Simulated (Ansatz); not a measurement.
# Bands, cutoff and cost in G0W0 for WSe2 (P6_3/mmc), part 2 of 2

Aim: see how the G0W0 gap of WSe2 (P6_3/mmc) on PBE moves with empty bands and screening cutoff, and what each rung costs.

Ansatz 0.2.0; G0W0 on PBE, plane waves, PAW. Known limits of the many-body steps: not at the basis limit; no spin-orbit coupling; coarse k mesh.

So far. Step 4 (780 empty bands, screening to 200 eV): Against the run with 6×6×2 mesh, 362 empty bands, screening to 120 eV, the gap moves by +0.03 eV.

The database entry behind the starting cell differs from later determinations by our own check (a about 0.2 % long), so it need not match the best structure at ambient conditions.

## (5) Changing the frequency model: 6×6×2 mesh, 362 empty bands, screening to 120 eV, plasmon pole

A plasmon pole stands in for the full frequency dependence of the screening; this run shows what that costs in accuracy. Bands and cutoff differ from the step before, so it is read against an earlier run that matches them.

Input file input.yaml:

```yaml
crystal:
  lattice:
    - [3.29, 0.0, 0.0]
    - [-1.645, 2.8492235785, 0.0]
    - [0.0, 0.0, 12.97]
  atoms:
    - { symbol: W, position: [0.3333333333, 0.6666666667, 0.25] }
    - { symbol: W, position: [0.6666666667, 0.3333333333, 0.75] }
    - { symbol: Se, position: [0.3333333333, 0.6666666667, 0.621] }
    - { symbol: Se, position: [0.6666666667, 0.3333333333, 0.121] }
    - { symbol: Se, position: [0.3333333333, 0.6666666667, 0.879] }
    - { symbol: Se, position: [0.6666666667, 0.3333333333, 0.379] }
kpoints:
  mp_grid: { grid: [6, 6, 2] }
hamiltonian:
  xc: pbe
scf:
  occupations: { method: fixed }
gw:
  n_empty_bands: 362
  ecut_chi: 120
  qp_bands: [v2, c2]
  qp_kpoints: band_edges
  screening: { model: godby_needs }
```

The run is started by

```
> ansatz run input.yaml --threads 3 --pin off --max-ram 92160MiB --backend cuda --events-out ev --progress --plain --runs-dir out --devices 1 --max-vram 13GiB  # rebuilt from the run's record
```

Numbers of over 12 decimals in the logs are rounded to 6 here.

The program printed:

```text
GPUs: using 1 of 1 available (devices: 1).
[...]
GPU FFT provider: cuFFT
GPU libraries: cuBLAS 13.8.2, cuFFT 12.4.0, cuSOLVER 12.3.4
Crystal: 6 atoms, lattice volume = 121.580 Å³
Basis set: ecut = 420 eV, 2419 PW (Γ)
Bands: 56, of which v1, the nominal top of the filled ones, is band 46 counted from 1 (45 counted from 0)
Symmetry: 24 space group operations
[...]
k-points: 14 of 72
[...]
1    48     15.6022   -13.8250    -4.0541   -18.1422  0.7993    15.8657    15.8653  root
[...]
13    45     12.6187   -18.3733     0.3894   -17.7227  0.7945    12.3574    12.3576  root
    13    46     12.6187   -18.3733     0.3894   -17.7227  0.7945    12.3574    12.3576  root
    13    47     14.2841   -15.5713    -3.8595   -19.6909  0.7930    14.5445    14.5442  root
    13    48     14.2841   -15.5713    -3.8595   -19.6909  0.7930    14.5445    14.5442  root
[key lines of the parts left out:]
SCF converged after 6 iterations
Free energy (F): -42649.206099 eV
Fermi energy:    12.956967 eV
```

It took 34 s on 1 × NVIDIA H100 80GB HBM3 (shared by 6 runs) with 3 threads of AMD EPYC 7R13 (Zen 3), shared host; peak memory 2.3 GiB; 70 s of CPU time.

Numbers from this step:

```yaml
bands_summed: 408
plasmon_pole_fit_frequency: 32.30 eV
rpa_eps_infinity_on_this_mesh_eigenvalues: 7.125, 15.37, 15.37
plane_waves_in_the_screening_matrix: 341
g0w0_gap_on_the_mesh: 1.277 eV
k_of_the_valence_top: 0, 0, 0
k_of_the_conduction_bottom: 0.1667, 0.1667, 0
starting_gap_on_the_mesh: 0.9758 eV
least_direct_g0w0_gap_on_the_computed_points: 2.019 eV
```

Against the run with 6×6×2 mesh, 362 empty bands, screening to 120 eV, the gap moves by +0.017 eV.

## (6) Changing the files: 6×6×2 mesh, 362 empty bands, screening to 120 eV, hard PAW files

Other atomic data (hard PAW) test the pseudisation: the cutoff goes from 420 to 760 eV and the valence electrons from 92 to 120, which opens shells that were frozen.

Changes to input.yaml since step 5:

```diff
@@ -16,2 +16,3 @@
   xc: pbe
+  pseudopotentials: { kind: paw, source: ansatz }
 scf:
@@ -23,2 +24,2 @@
   qp_kpoints: band_edges
-  screening: { model: godby_needs }
+  screening: { model: contour_deformation }
```

The program printed:

```text
GPUs: using 1 of 1 available (devices: 1).
[...]
GPU FFT provider: cuFFT
GPU libraries: cuBLAS 13.8.2, cuFFT 12.4.0, cuSOLVER 12.3.4
Crystal: 6 atoms, lattice volume = 121.580 Å³
Basis set: ecut = 760 eV, 5861 PW (Γ)
Bands: 72, of which v1, the nominal top of the filled ones, is band 60 counted from 1 (59 counted from 0)
Symmetry: 24 space group operations
[...]
k-points: 14 of 72
[...]
1    62     17.5663   -13.8598    -4.0865   -18.1698  0.7550    17.7908    17.7898  root
[...]
13    59     14.5838   -18.3914     0.4567   -17.7336  0.7528    14.3822    14.3827  root
    13    60     14.5838   -18.3914     0.4567   -17.7336  0.7528    14.3822    14.3827  root
    13    61     16.2499   -15.5769    -3.8767   -19.6915  0.7464    16.4886    16.4877  root
    13    62     16.2499   -15.5769    -3.8767   -19.6915  0.7464    16.4886    16.4877  root
[key lines of the parts left out:]
SCF converged after 10 iterations
Free energy (F): -57642.162479 eV
Fermi energy:    14.919853 eV
```

Run time: 49 s. Hardware: 1 × NVIDIA H100 80GB HBM3 (shared by 6 runs) with 3 threads; peak memory 2.1 GiB.

Numbers from this step:

| Property | Result |
| --- | --- |
| bands summed | 422 |
| RPA ε∞ on this mesh (eigenvalues) | 7.125, 15.37, 15.37 |
| plane waves in the screening matrix | 341 |
| G0W0 gap on the mesh | 1.261 eV |
| k of the valence top | 0, 0, 0 |
| k of the conduction bottom | 0.1667, 0.1667, 0 |
| starting gap on the mesh | 0.9770 eV |
| least direct G0W0 gap on the computed points | 1.947 eV |

Against the run with 6×6×2 mesh, 362 empty bands, screening to 120 eV, the gap moves by +0.0004 eV.

## (7) Convergence and cost

Times are wall times on 1 × NVIDIA H100 80GB HBM3 (shared by 6 runs) with 3 threads of AMD EPYC 7R13 (Zen 3), shared host, good to a factor of about two.

```csv
mesh,files,frequency,bands summed,cutoff (eV),start (eV),G0W0 (eV),time,host memory (GiB)
6×6×2,default PAW,contour deformation,174,60,0.976,1.186,16 s,1.2
6×6×2,default PAW,contour deformation,408,120,0.976,1.261,39 s,1.6
6×6×2,default PAW,contour deformation,826,200,0.976,1.295,60 s,3.1
6×6×2,default PAW,plasmon pole,408,120,0.976,1.277,34 s,2.3
6×6×2,hard PAW,contour deformation,422,120,0.977,1.261,49 s,2.1
```

The parts of the quasiparticle energy at the two band edges (eV; QP = start + Σx + Σc − Vxc):

```
      run               edge  start      Σx     Σc     Vxc     Z     QP
174 bands        valence top  12.96  -19.39   0.87  -18.76  0.76  13.21
174 bands  conduction bottom  13.93  -13.07  -3.26  -16.79  0.77  14.39
408 bands        valence top  12.96  -19.39   0.46  -18.76  0.75  12.79
408 bands  conduction bottom  13.93  -13.07  -3.60  -16.79  0.76  14.06
826 bands        valence top  12.96  -19.39   0.26  -18.76  0.75  12.60
826 bands  conduction bottom  13.93  -13.07  -3.76  -16.79  0.76  13.89
```

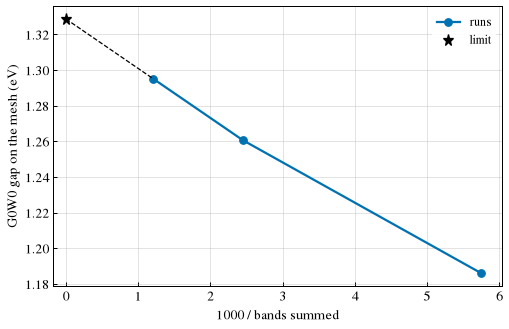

The gap against one over the number of bands; the dashed line carries the two highest rungs to the limit.

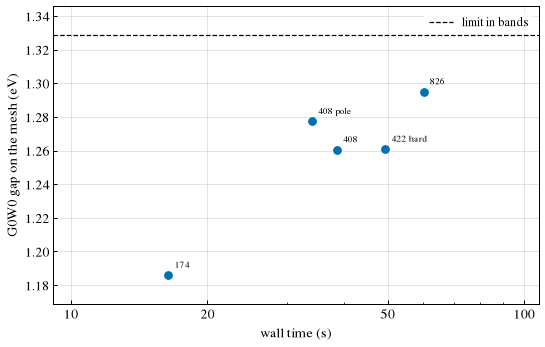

Result against wall time.

## (8) What came out

```
174 bands, 60 eV                    : 1.186 eV
408 bands, 120 eV                   : 1.261 eV
826 bands, 200 eV                   : 1.295 eV
estimated limit in bands and cutoff : 1.33 eV
mesh and start                      : 6×6×2, PBE
```

What this shows: A line in one over the bands through the two highest rungs gives 1.33 eV, +0.03 eV from the top rung; the pair below gives 1.32 eV, in fair agreement. The rungs stand 0.14 eV (174 bands), 0.07 eV (408 bands) and 0.03 eV (826 bands) from it. From 174 to 826 bands the gap moves by +0.11 eV while the time grows 3.7-fold. Σc changes by −0.61 eV at the valence top and −0.50 eV at the conduction bottom, so the levels themselves move more than the gap between them. The plasmon-pole model gives +0.02 eV against contour deformation, 6 % of the correction (the least direct gap moves by +0.07 eV). Hard PAW files move the gap by +0.0004 eV at equal bands and cutoff, +0.001 eV of it in the start. The cheapest rung within 0.1 eV of this estimate is that with 408 bands (39 s). The 6×6×2 mesh is coarse for this cell (its supercell is 20 Å along the shortest edge). The RPA ε∞ on it, from the PBE start, is 7.12 and 15.25; such meshes misread the long-range screening, most where the gap is narrow. The many-body steps are scalar-relativistic: spin-orbit coupling is not in them.

[Paths, hosts, dates, memory and timing lines, banners, echoed tables and standing remarks are left out of the program output.]

[Logs are printed without paths, hosts, clocks, repeated set-up lines and the standing remarks that a program may print on its own settings, such as how far it seeks lower states.]

[Runs of the session that timed out or met a known fault of the program may be left out.]

[Cells called generated may have been cut or substituted from an entry of the Crystallography Open Database or the Materials Project.]

[Hosts, paths, dates, database ids (printed as entryN), source tags and the programs' standing remarks are cut or masked in the printed files.]
